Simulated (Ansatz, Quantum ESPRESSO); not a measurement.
# The valence band of MoS2 as photoemission sees it

Wanted: projected DOS of MoS2, weighted into photoemission and X-ray emission spectra, at several levels of theory.

Program: Ansatz 0.2.0 and Quantum ESPRESSO 7.5. Level of theory: DFT, LDA, plane-wave PAW, default files, scalar-relativistic, in the first sound run; inputs show where later runs differ. Results are calculated unless marked as measured.

## (1) Starting point

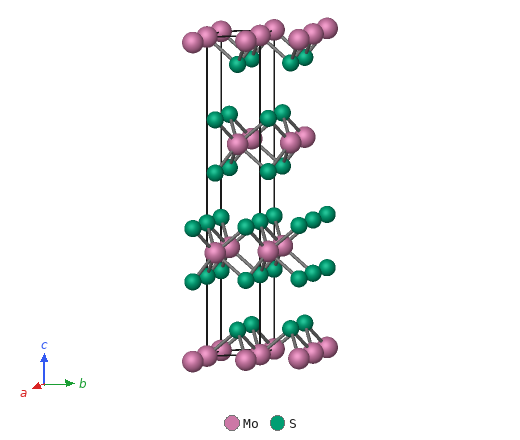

The starting structure, seen slightly off an axis (molybdenum pink, sulfur teal). 2×2×1 cells are drawn. This picture shows the conventional cell, with its axes. Bonds to atoms that aren't drawn are left out. Some periodic images of atoms are drawn too.

## (2) Self-consistent run, DOS and bands

First the ground state, then the DOS by atom and shell, which the cross sections turn into spectra. The DOS is taken on a denser mesh than the density.

Input file input.yaml:

```yaml
crystal:
  lattice:
    - [1.58, 0.9122134253, 6.15]
    - [-1.58, 0.9122134253, 6.15]
    - [0.0, -1.8244268506, 6.15]
  atoms:
    - { symbol: Mo, position: [0.0, 0.0, 0.0] }
    - { symbol: S, position: [0.417, 0.417, 0.417] }
    - { symbol: S, position: [0.25, 0.25, 0.25] }
kpoints:
  mp_grid: { grid: [10, 10, 10] }
  band_path:
    path:
      - [[0.0, 0.0, 0.0], [0.5, 0.5, 0.5], [0.818666, 0.181334, 0.5]]
      - [[0.5, -0.181334, 0.181334], [0.5, 0.0, 0.0], [0.0, 0.0, 0.0], [0.340667, -0.340667, 0.0]]
      - [[0.659333, 0.0, 0.340667], [0.5, 0.0, 0.5], [0.0, 0.0, 0.0]]
    npoints: 12
scf:
  occupations: { method: fermi_dirac, width: 0.02 }
  n_extra_bands: 10
hamiltonian:
  xc: lda
  pseudopotentials: { kind: paw }
output:
  forces: true
  stress: true
  dos:
    projected: true
    de: 0.05
    e_range: [-30, 12]
    nscf_kmesh: { grid: [18, 18, 18] }
  fatbands: true
```

Started as:

```sh
$ ansatz run input.yaml --threads 2 --pin off --max-ram 6144MiB --backend cpu --events-out ev --progress --plain --runs-dir out
```

Numbers of over 12 decimals in the logs are rounded to 6 here.

What it wrote:

```text
basis.fft_grid_basis auto: the FFT boxes are laid along the combinations [[1, 0, -1], [0, 1, -1], [0, 0, 1]] of the cell's own vectors, 3.160, 3.160 and 6.415 Å long. The dense box has 24×24×45 points. Along the cell's own vectors, as sized, it would have 45×45×45, 3.52 times as many. Of the 6 symmetry operations that the crystal satisfies within crystal.symmetry.tolerance (time reversal apart; of a slab, those that  [...]
scf.n_extra_bands = 10 over 13 filled bands (N_el = 26.0): the run solves 23 bands
Engine: ansatz 0.2.0, aarch64-unknown-linux-gnu
Pseudopotentials: kind: paw
Pseudopotential: Mo, paw, valence charge 14, recommended cutoff 420 eV (normal), Mo.paw.azcp
Pseudopotential: S, paw, valence charge 6, recommended cutoff 420 eV (normal), S.paw.azcp
Functional definition: SPW92
  exchange = slater_x
  correlation = pw_c
Crystal: 3 atoms, lattice volume = 53.184 Å³
Basis set: ecut = 420 eV, 1011 PW (Γ), FFT grids on a1−a3, a2−a3, a3
Bands: 23, of which v1, the nominal top of the filled ones, is band 13 counted from 1 (12 counted from 0)
Symmetry: 6 space group operations
Space group: R3m (ITA 160), of the structure as read, at distance tolerance 3.8e-5 Å
k-points: 116 of 1000 (time reversal used)
Non-local potential: Mo, projectors of the file, l = 0: 3, l = 1: 2, l = 2: 2, l = 3: 1
Non-local potential: S, projectors of the file, l = 0: 2, l = 1: 2, l = 2: 2
PAW form: soft (Blöchl's): semilocal exchange-correlation on the pseudo side does not see the compensation charge
PAW frozen core: Mo, regenerated for the run's functional, and the local potential with it (the file was generated under x = pbe(κ = 0.804, μ = 0.219515), c = pbe(β = 0.066725))
PAW frozen core: S, regenerated for the run's functional, and the local potential with it (the file was generated under x = pbe(κ = 0.804, μ = 0.219515), c = pbe(β = 0.066725))
PAW one-centre angular grid: Mo, 590 points (default); XC on 64 Gauss nodes
PAW one-centre angular grid: S, 110 points (default); XC on 64 Gauss nodes
Initial density: superposition of atomic densities (neutral atoms: chi_scale 0, normalization atom), corrected by the library's trained network
Initial wavefunctions: pseudopotential atomic-orbital guess
Functional: x = slater, c = lda
SCF iter   1: F=—  HF=-6584.870599 eV  |F-HF|=—  |Δ(HF+E_count)|=         —  Δρ=7.69e-3  dr2=1.62e-2  ethr=1.77e-3  ⟨swp⟩=6.1  Hψ=14726  notcnv=0  defer=15
preconditioner: auto → none  [insulator: Δε(μ)=0.874 eV  Ē_g=12.204 eV  σ=0.020 eV  W_gap=1.00  n_scr=16 (ndim 8)  ℏωp=21.6 eV  f_vac=0.016  D(μ)=0.00/eV (n_scr^D=0)  ε∞_Penn≈4.1]
SCF iter   2: F=—  HF=-6584.874545 eV  |F-HF|=—  |Δ(HF+E_count)|=   3.95e-3  Δρ=5.69e-3  dr2=3.19e-2  ethr=6.23e-5  ⟨swp⟩=2.9  Hψ=5062  notcnv=0  defer=662
SCF iter   3: F=—  HF=-6584.872246 eV  |F-HF|=—  |Δ(HF+E_count)|=   2.30e-3  Δρ=3.91e-3  dr2=1.51e-2  ethr=6.23e-5  ⟨swp⟩=2.1  Hψ=3334  notcnv=0  defer=662
SCF iter   4: F=—  HF=-6584.870732 eV  |F-HF|=—  |Δ(HF+E_count)|=   1.51e-3  Δρ=1.76e-3  dr2=2.27e-3  ethr=5.82e-5  ⟨swp⟩=1.9  Hψ=2248  notcnv=0  defer=662
SCF iter   5: F=—  HF=-6584.870483 eV  |F-HF|=—  |Δ(HF+E_count)|=   2.49e-4  Δρ=4.33e-4  dr2=1.13e-4  ethr=8.73e-6  ⟨swp⟩=1.3  Hψ=2041  notcnv=0  defer=662
SCF iter   6: F=—  HF=-6584.870475 eV  |F-HF|=—  |Δ(HF+E_count)|=   7.46e-6  Δρ=1.27e-4  dr2=4.95e-6  ethr=4.36e-7  ⟨swp⟩=2.3  Hψ=2643  notcnv=0  defer=662
SCF iter   7: F=—  HF=-6584.870475 eV  |F-HF|=—  |Δ(HF+E_count)|=   8.57e-8  Δρ=4.61e-5  dr2=3.12e-6  ethr=1.90e-8  ⟨swp⟩=2.0  Hψ=3047  notcnv=0  defer=662
SCF iter   8: F=—  HF=-6584.870475 eV  |F-HF|=—  |Δ(HF+E_count)|=   4.37e-7  Δρ=2.02e-5  dr2=6.03e-7  ethr=1.20e-8  ⟨swp⟩=1.0  Hψ=2013  notcnv=0  defer=662
SCF iter   9: F=-6584.870475 eV  HF=-6584.870475 eV  |F-HF|=1.02e-8  |Δ(HF+E_count)|=   1.05e-7  Δρ=2.84e-6  dr2=1.18e-8  ethr=3.85e-10  ⟨swp⟩=8.2  Hψ=13359  notcnv=0
SCF 1 converged in 9 iterations: F = -6584.870475 eV  dr2 = 1.18e-8
  greatest PAW one-centre occupation: 0.999 electrons in one spin orbital (limit 2), on the Mo atom at site 0 (counted from 0), in its partial waves of l = 0
NSCF: frozen V_eff on 87 k-points
NSCF: frozen V_eff on 580 k-points
SCF converged after 9 iterations
Free energy (F): -6584.870475 eV
Harris-Foulkes:  -6584.870475 eV  (|F-HF|=1.02e-8)
Internal energy: -6584.870475 eV  (E = F + TS)
E sigma→0 (E₀):  -6584.870475 eV
Fermi energy:    11.287863 eV
--- Per-component energies (eV) ---
  E_band       = -159.492196
  E_kinetic    = 658.276462
  E_local      = -1997.374012  (includes V_loc(G=0)·N_el)
  E_nonlocal   = 206.313963
  E_hartree    = 768.664731
  E_xc         = -376.325362
  E_vxc        = -405.934161  (∫ρ·V_xc dr)
  E_paw        = -4226.802890  (= ΣΔE_a)
  E_vpaw       = -158.099354  (= ΣTr[D̂ρ^β])
  E_aug_tail   = 0.000021  (compensation charges beyond the density's cutoff)
  E_ewald      = -1618.402598
  E_core_change = 0.779211  (= ΣΔE_core)
  E_smearing   = -0.000000  (= −TS)
  E_closure    = 0.000000  (closes the sum)
  Σ components = -6584.870475   (vs F -6584.870475, Δ=0.00e0)
--- Forces (eV/Å), atoms counted from 1 ---
  atom   1  Mo     0.00000000     0.00000000     0.08322545
  atom   2  S     -0.00000000     0.00000000    -0.00232400
  atom   3  S     -0.00000000    -0.00000000    -0.08088422
  max |Σ_I F_I| component: 1.72e-5 eV/Å
--- Stress (GPa, compression-positive) ---
       -3.261448       0.000000      -0.000000
        0.000000      -3.261448       0.000000
        0.000000       0.000000      -0.757104
  P = ⅓ Tr σ = -2.4267 GPa (-24.267 kbar)
--- Band table (eV; the first three rows and the last of 116) ---
  k-point 0: bands = [... 9 lower, 8.5041, 8.5041, 9.5953, 9.6489, 12.8593, 12.8593, 13.2966, 13.2966, ... 6 higher]
  k-point 1: bands = [... 9 lower, 7.9852, 8.2653, 9.5652, 9.8573, 12.7476, 12.8190, 13.0797, 13.1688, ... 6 higher]
  k-point 2: bands = [... 9 lower, 7.7483, 7.9721, 9.4015, 9.5918, 12.1179, 12.7760, 13.0772, 13.6410, ... 6 higher]
  k-point 115: bands = [... 9 lower, 7.3484, 8.5312, 8.5312, 10.8667, 12.9565, 12.9565, 13.1611, 13.1611, ... 6 higher]
```

Elapsed: 36 s, on 2 threads of Arm Neoverse V1, shared host; peak memory 0.55 GiB; 72 s of CPU time.

This step gave:

* free energy: -6584.8705 eV
* Fermi energy: 11.29 eV
* symmetry operations: 6
* pressure: -2.427 GPa
* gap on the k-mesh: 0.8759 eV
* zero of energy: valence-band maximum
* share of occupied states in no projected shell: 0.011 of the occupied states in the window
* gap on the path: 0.855 eV
* least direct gap on the path: 1.707 eV
* valence top on path: 0 eV

Electronic bands along the path, in eV, zero at the valence-band maximum; v1 is the highest filled band, c1 the lowest empty one:

| point | v4 | v3 | v2 | v1 | c1 | c2 | c3 | c4 |
| --- | --- | --- | --- | --- | --- | --- | --- | --- |
| Γ | -2.36 | -2.36 | -1.27 | -1.22 | 1.99 | 1.99 | 2.43 | 2.43 |
| T | -3.52 | -2.34 | -2.34 | 0.00 | 2.09 | 2.09 | 2.29 | 2.29 |
| H2 | -4.40 | -3.81 | -2.81 | -0.84 | 0.93 | 2.22 | 2.97 | 4.18 |
| jump to H0 | -4.40 | -3.81 | -2.81 | -0.84 | 0.93 | 2.22 | 2.97 | 4.18 |
| L | -4.09 | -2.35 | -1.67 | -1.53 | 1.54 | 1.96 | 3.38 | 3.46 |
| Γ | -2.36 | -2.36 | -1.27 | -1.22 | 1.99 | 1.99 | 2.43 | 2.43 |
| S0 | -4.41 | -3.73 | -2.87 | -0.82 | 0.90 | 2.22 | 2.95 | 4.19 |
| jump to S2 | -4.41 | -3.73 | -2.87 | -0.82 | 0.90 | 2.22 | 2.95 | 4.19 |
| F | -4.02 | -2.93 | -1.85 | -1.34 | 1.49 | 2.08 | 2.91 | 3.89 |
| Γ | -2.36 | -2.36 | -1.27 | -1.22 | 1.99 | 1.99 | 2.43 | 2.43 |

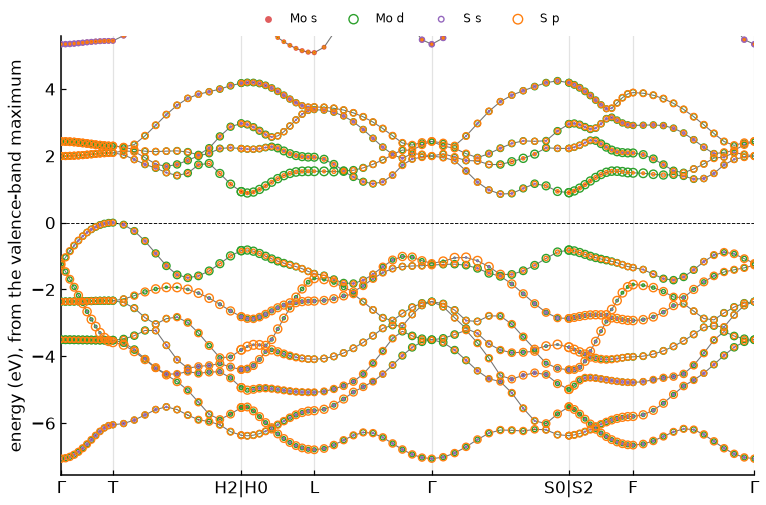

Electronic bands along the path; dots are coloured as in the legend, and their area grows with the weight.

The DOS has structure finer than the step of the table below, so its rows give means over 2 eV, whole bins alone (the curve runs from -16.6 to 9.73 eV). Peaks (eV: height): total -12.9: 5.21, -4.0: 4.55, 1.5: 4.80, 2.1: 5.20; S 3p -6.3: 2.37, -4.7: 2.46, -4.0: 2.72, -2.8: 2.45; Mo 4d -4.1: 1.67, -1.6: 2.42, 1.5: 3.47, 2.1: 2.82; S 3s -12.9: 4.15; Mo 5p* 8.4: 2.50, 9.6: 3.53.

* holds the states left over by the projection beside any projected weight of its own. The DOS by E, zero at the valence-band maximum; means over each step; values in states/eV/cell:

| E (eV) | total | S 3p | Mo 4d | S 3s | Mo 5p* | Mo 5s |
| --- | --- | --- | --- | --- | --- | --- |
| -14 | 1.21 | 0.0442 | 0.0860 | 0.915 | 0.0140 | 0.149 |
| -12 | 0.781 | 0.0137 | 0.133 | 0.623 | 0.00541 | 0.00539 |
| -10 | 0 | 0 | 0 | 0 | 0 | 0 |
| -8 | 0.00184 | 0.00114 | 5.3e-4 | 7.6e-5 | 2.0e-5 | 6.5e-5 |
| -6 | 1.68 | 1.06 | 0.507 | 0.0412 | 0.0254 | 0.0463 |
| -4 | 2.59 | 1.53 | 0.866 | 0.103 | 0.0492 | 0.0418 |
| -2 | 2.57 | 1.51 | 0.929 | 0.0565 | 0.0583 | 0.0146 |
| 0 | 0.200 | 0.0727 | 0.116 | 0.00598 | 0.00408 | 0.00150 |
| 2 | 3.01 | 1.03 | 1.74 | 0.0704 | 0.132 | 0.0291 |
| 4 | 0.952 | 0.419 | 0.432 | 0.0480 | 0.0507 | 0.00277 |
| 6 | 0.708 | 0.0475 | 0.0216 | 0.0312 | 0.435 | 0.173 |
| 8 | 2.22 | 0.0950 | 0.0468 | 0.0534 | 1.80 | 0.230 |

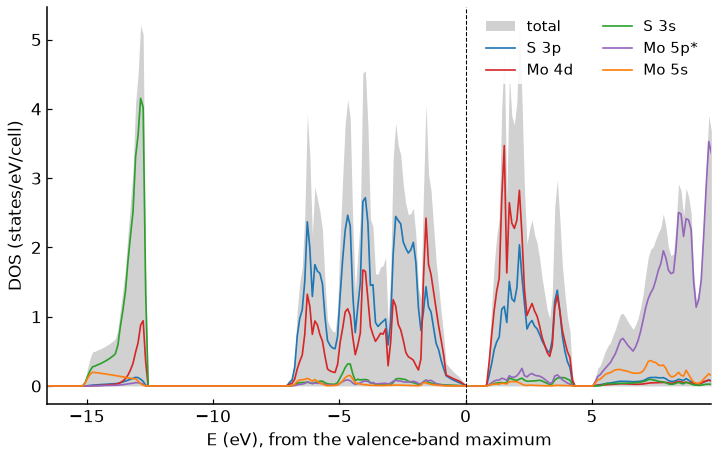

DOS against E.

Sums over each group's atoms; a table of it gives point samples, which can step over narrow peaks. DOS of the group against E, zero at the valence-band maximum; values in states/eV:

| E (eV) | Mo1: Mo 4d | S2: S 3p | S3: S 3p | S2: S 3s | S3: S 3s | Mo1: Mo 5s |
| --- | --- | --- | --- | --- | --- | --- |
| -15.0 | 7.3e-4 | 0.00175 | 0.00177 | 0.0577 | 0.0580 | 0.0905 |
| -12.5 | 0 | 0 | 0 | 0 | 0 | 0 |
| -10.0 | 0 | 0 | 0 | 0 | 0 | 0 |
| -7.5 | 0 | 0 | 0 | 0 | 0 | 0 |
| -5.0 | 0.534 | 0.562 | 0.614 | 0.0458 | 0.0583 | 0.0381 |
| -2.5 | 0.710 | 1.09 | 1.10 | 0.0469 | 0.0523 | 0.00992 |
| 0.0 | 0.0159 | 0.00545 | 0.00560 | 7.9e-4 | 7.8e-4 | 2.0e-4 |
| 2.5 | 1.07 | 0.405 | 0.461 | 0.0314 | 0.0373 | 0.00903 |
| 5.0 | 0.00134 | 0.00130 | 5.1e-4 | 1.1e-4 | 9.7e-5 | 0.0116 |
| 7.5 | 0.0472 | 0.0606 | 0.0618 | 0.0391 | 0.0422 | 0.339 |

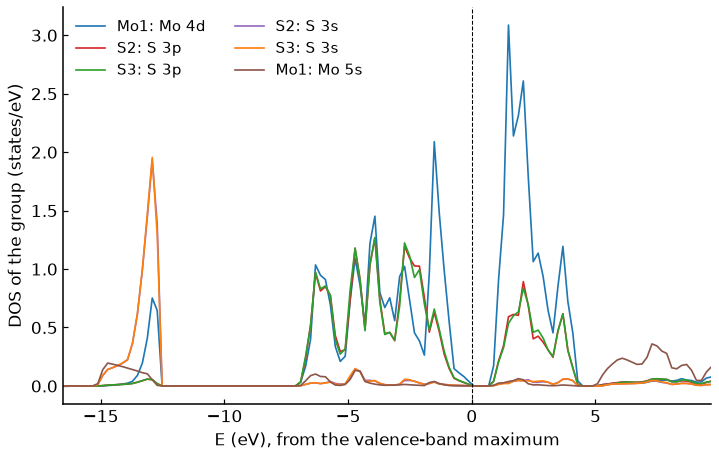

DOS of the group against E.

This run's widths, added to any smearing of the DOS itself: Gaussian 0.2 eV, Lorentzian 0.1 eV plus 0.08 an eV of depth. Table of intensity by binding energy, zero at the valence-band maximum; values in % of the maximum within 13 eV:

| binding energy (eV) | 21.2 eV | 40.8 eV | 60 eV | 1486.7 eV | 8047.8 eV |
| --- | --- | --- | --- | --- | --- |
| 0.0 | 4.34 | 4.26 | 4.86 | 4.77 | 1.64 |
| 2.5 | 65.4 | 56.3 | 92.8 | 74.0 | 23.5 |
| 5.0 | 49.2 | 44.6 | 66.7 | 58.3 | 22.4 |
| 7.5 | 5.43 | 5.20 | 7.82 | 7.29 | 3.42 |
| 10.0 | 0.899 | 1.86 | 3.48 | 5.01 | 4.66 |
| 12.5 | - | 17.4 | 36.4 | 62.1 | 65.3 |
| 15.0 | - | 3.69 | 9.77 | 17.2 | 20.2 |

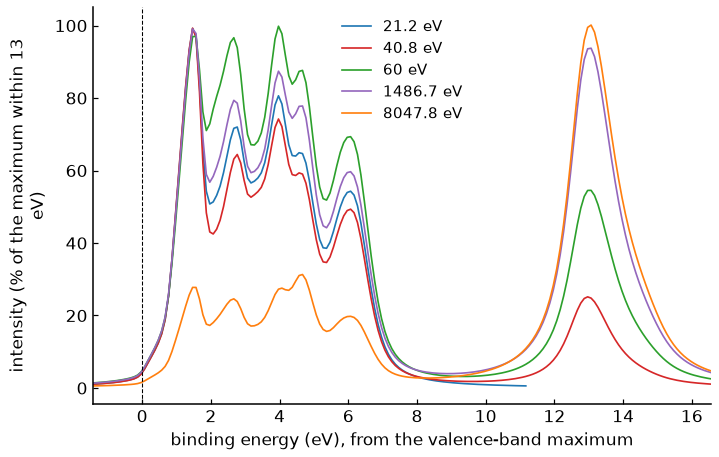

Intensity, plotted against binding energy.

Maxima picked by a test of local sharpness, so broad peaks and shoulders can be missing; peaks within 0.45 eV of a curve's cut are left out. Valence peaks, by row:

| photon energy (eV) | binding energy (eV) | height (% of the maximum within 13 eV) | main shell | its share (%) |
| --- | --- | --- | --- | --- |
| 21.2 | 6.043 | 54.36 | Mo 4d | 70.5 |
| 21.2 | 4.593 | 65.08 | Mo 4d | 69.41 |
| 21.2 | 3.993 | 80.67 | Mo 4d | 72.55 |
| 21.2 | 2.743 | 72.37 | Mo 4d | 68.2 |
| 21.2 | 1.493 | 100 | Mo 4d | 85.64 |
| 40.8 | 12.99 | 25.15 | Mo 4d | 54.48 |
| 40.8 | 6.043 | 49.38 | Mo 4d | 84.59 |
| 40.8 | 4.593 | 59.47 | Mo 4d | 82.72 |
| 40.8 | 3.993 | 74.27 | Mo 4d | 85.78 |
| 40.8 | 2.743 | 64.52 | Mo 4d | 83.27 |
| 40.8 | 1.493 | 100 | Mo 4d | 93.17 |
| 60 | 13.04 | 54.72 | S 3s | 80.61 |
| 60 | 6.043 | 69.46 | S 3p | 58.18 |
| 60 | 4.643 | 87.98 | S 3p | 57.27 |
| 60 | 3.993 | 100 | S 3p | 55.81 |
| 60 | 2.643 | 96.74 | S 3p | 63.04 |
| 60 | 1.543 | 98.22 | Mo 4d | 60.13 |
| 1487 | 13.04 | 94.03 | S 3s | 86.16 |
| 1487 | 6.043 | 59.76 | Mo 4d | 58.19 |
| 1487 | 4.643 | 78.17 | Mo 4d | 52.19 |
| 1487 | 3.993 | 87.61 | Mo 4d | 60.53 |
| 1487 | 2.693 | 79.64 | Mo 4d | 55.07 |
| 1487 | 1.493 | 100 | Mo 4d | 77.56 |
| 8048 | 13.04 | 100.3 | S 3s | 94.75 |
| 8048 | 6.043 | 19.8 | Mo 4d | 40.73 |
| 8048 | 4.643 | 31.45 | S 3s | 39.38 |
| 8048 | 4.043 | 27.61 | Mo 4d | 43.83 |
| 8048 | 2.643 | 24.62 | Mo 4d | 40.05 |
| 8048 | 1.543 | 28.14 | Mo 4d | 63.02 |

The intensity has structure finer than the step of the table below, so its rows give means over 2 eV, whole bins alone (the curve runs from -16.6 to 1.43 eV). Peaks (eV: height): Mo L-beta2 -3.7: 100.0; S K-beta -2.5: 100.0; S K-beta, E along x -3.9: 97.6; S K-beta, E along y -3.9: 97.6; S K-beta, E along z -4.6: 101, -2.3: 126.

Shapes are the site's partial DOS without matrix elements, which overweights lines from ligand s bands. The intensity by emission energy less the core level's binding energy, zero at the valence-band maximum; means over each step; values in % of the unpolarised maximum:

| emission energy less the core level's binding energy (eV) | Mo L-beta2 | S K-beta | S K-beta, E along x | S K-beta, E along y | S K-beta, E along z | S L2,3 |
| --- | --- | --- | --- | --- | --- | --- |
| -14 | 12.6 | 2.51 | 2.28 | 2.28 | 2.97 | 56.0 |
| -12 | 14.2 | 2.48 | 2.31 | 2.31 | 2.81 | 42.3 |
| -10 | 10.7 | 3.10 | 3.14 | 3.14 | 3.00 | 4.82 |
| -8 | 22.8 | 11.5 | 12.0 | 12.0 | 10.4 | 2.02 |
| -6 | 64.3 | 60.6 | 64.2 | 64.2 | 53.3 | 4.63 |
| -4 | 95.8 | 87.3 | 88.5 | 88.5 | 85.1 | 7.46 |
| -2 | 94.3 | 80.0 | 68.5 | 68.5 | 103 | 4.52 |
| 0 | 41.1 | 14.1 | 10.9 | 10.9 | 20.3 | 0.863 |

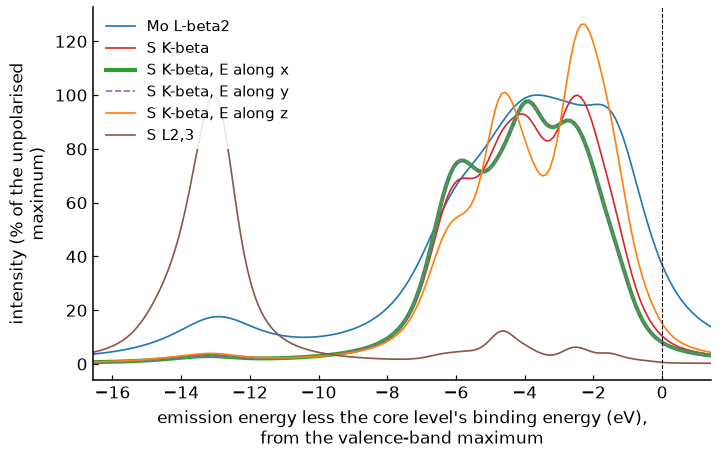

Intensity, plotted against emission energy less the core level's binding energy.

Table of broadened DOS, unweighted empty DOS by E, zero at the valence-band maximum; read off at these points:

| E (eV) | broadened DOS, unweighted empty DOS (states/eV/cell) |
| --- | --- |
| 0.00 | 1.4e-5 |
| 0.50 | 0.0314 |
| 1.00 | 1.09 |
| 1.50 | 3.44 |
| 1.93 | 4.02 |
| 2.00 | 4.02 |
| 2.50 | 2.62 |
| 3.00 | 1.67 |
| 3.50 | 1.88 |
| 3.63 | 2.03 |
| 4.00 | 1.18 |
| 4.50 | 0.0798 |
| 5.00 | 0.0762 |
| 5.50 | 0.453 |
| 6.00 | 0.858 |
| 6.50 | 0.932 |
| 7.00 | 1.34 |
| 7.50 | 2.07 |
| 8.00 | 2.18 |
| 8.50 | 2.55 |
| 8.63 | 2.59 |
| 9.00 | 2.06 |

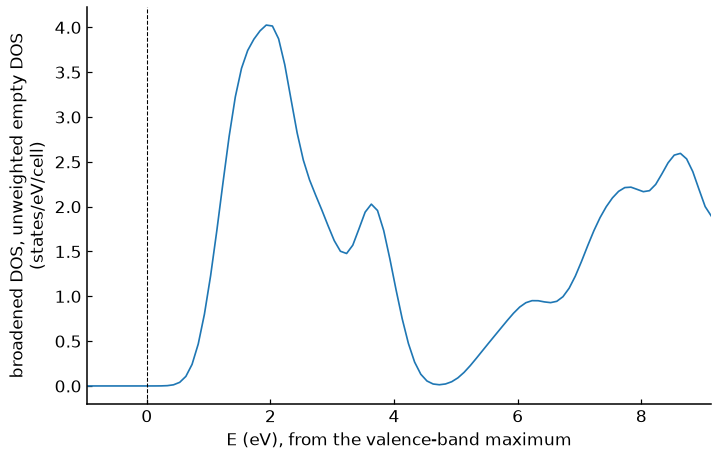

Broadened DOS, unweighted empty DOS, plotted against E.

Recipe: projected DOS times atomic cross section and asymmetry factor (unpolarised light, 54.7° from the beam), occupied states only, Fermi edge at 300 K, a Lorentzian width of 0.1 eV growing by 0.08 eV per eV of binding energy, and a resolution of 0.2 eV. Curves are cut 10 eV under the photon energy, above any shell that the free atom's threshold puts out of reach, or at the lower edge of the window: 11.2 eV at 21.2 eV, 16.6 eV at 40.8 eV, 16.6 eV at 60 eV, 16.6 eV at 1486.7 eV and 16.6 eV at 8047.8 eV. A star in tables and legends marks shells that hold the states left over by the projection (1.1 % of the filled ones), a stand-in for orbitals that the files don't project on. Matrix elements of the solid and inelastic losses aren't modelled, nor non-dipole terms, which matter above 3 keV.

Share of each shell in the spectrum's area (%), by photon energy:

| shell | 21.2 eV | 40.8 eV | 60 eV | 1486.7 eV | 8047.8 eV |
| --- | --- | --- | --- | --- | --- |
| Mo 5s | 0.0 | 0.1 | 0.3 | 1.1 | 5.2 |
| Mo 4d | 72.7 | 81.2 | 35.5 | 43.5 | 17.2 |
| S 3s | 0.0 | 7.2 | 19.5 | 33.8 | 67.8 |
| S 3p | 27.2 | 11.4 | 44.6 | 21.4 | 9.3 |

At this level the gap is 0.85 eV on the path.

(Continued in part 2 of 6.)

[Logs are printed without paths, hosts, clocks, repeated set-up lines and the standing remarks that a program may print on its own settings, such as how far it seeks lower states.]

[Hosts, paths, dates, database ids (printed as entryN), source tags and the programs' standing remarks are cut or masked in the printed files.]

[Maps of the electrostatic potential energy from Ansatz leave out the sawtooth potential of an applied field or a dipole correction, so their vacuum need not be flat; work functions include it.]

[Peak lists hold at most the 14 tallest peaks of each spectrum; further lines can be left out.]
